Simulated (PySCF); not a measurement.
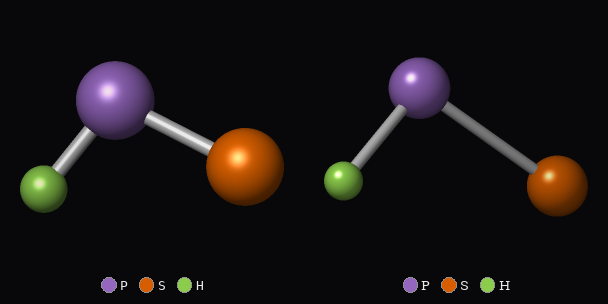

Two views of one molecule.

Computed geometry: PBE0-D3(BJ)/def2-TZVP optimisation. No frequency run is at hand to confirm it as a minimum.

Identify the structure.

It has 3 atoms: 1 hydrogen, 1 phosphorus and 1 sulfur (HPS). Its SMILES string is `P=S`. This geometry has Cs symmetry. Coordination: 1 P bent.

The parts below concern this one geometry. Atoms keep their numbers from picture to picture.

**Geometry**

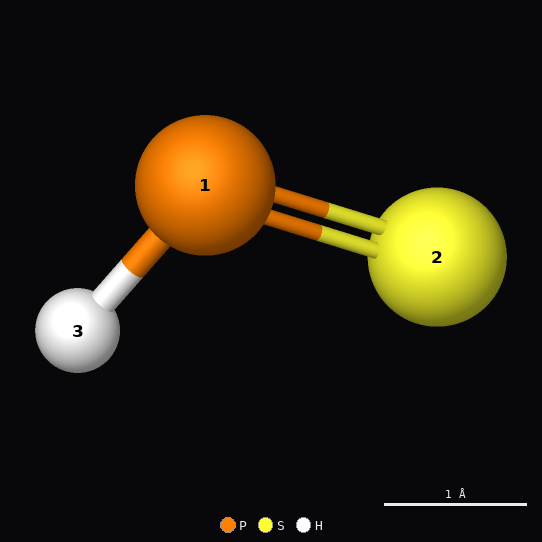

The atoms are numbered. No frequency run is at hand to confirm it as a minimum.

Give these bond angles: S2–P1–H3.

```tsv
angle	degrees
S2–P1–H3	102.0
```

**Levels of theory compared**

No frequency run is at hand to confirm it as a minimum. Program: PySCF 2.14.0.

Compare HOMO energy (eV), dipole (D) at these levels: CAM-B3LYP/aug-cc-pVTZ; PBE0/aug-cc-pVTZ; PBE0/pcSseg-2; ωB97X-D/aug-cc-pVTZ.

```
                level  HOMO energy (eV)  dipole (D)
CAM-B3LYP/aug-cc-pVTZ             −8.17        1.43
     PBE0/aug-cc-pVTZ             −6.88        1.35
        PBE0/pcSseg-2             −6.88        1.55
  ωB97X-D/aug-cc-pVTZ             −8.71        1.42
```

**Charges**

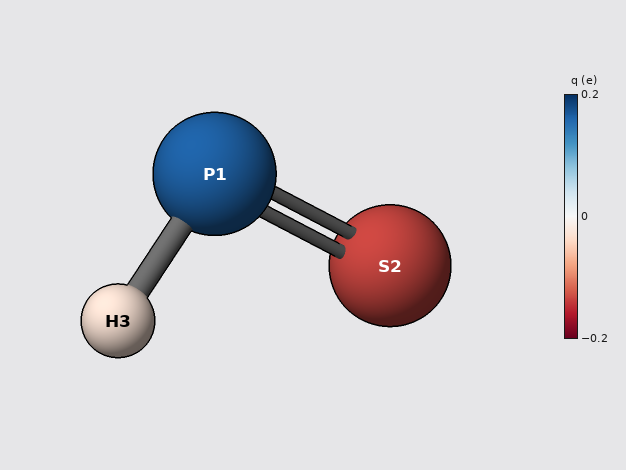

Atoms are coloured by their Hirshfeld charges. No frequency run is at hand to confirm it as a minimum. Properties computed with PBE0/pcSseg-2, gas phase (PySCF 2.14.0).

Give the Hirshfeld charges atom by atom.

```
atom  value (e)
  P1       0.16
  S2      −0.13
  H3      −0.03
```

**NMR shielding**

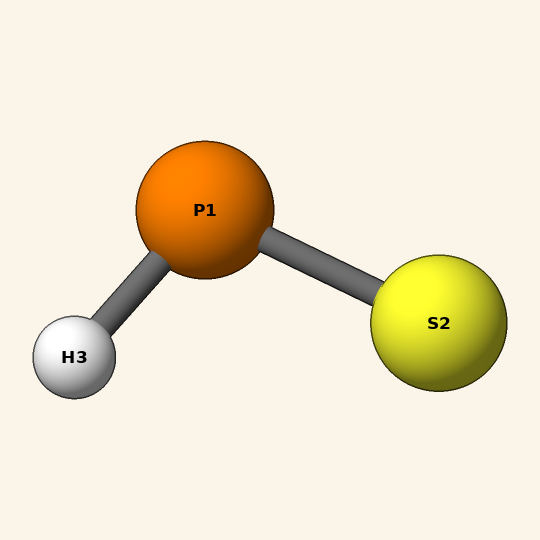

No frequency run is at hand to confirm it as a minimum. Method: GIAO PBE0/pcSseg-2 NMR shielding, non-relativistic, gas phase (PySCF 2.14.0). Principal shieldings σ11 ≤ σ22 ≤ σ33, span Ω = σ33 − σ11, skew κ = 3(σiso − σ22)/Ω.

Give the shielding tensors of the P atoms.

```
atom      σ11     σ22    σ33    σiso       Ω      κ
  P1  −2183.3  −383.9  338.1  −743.0  2521.5  −0.43
```

Shieldings and span in ppm.
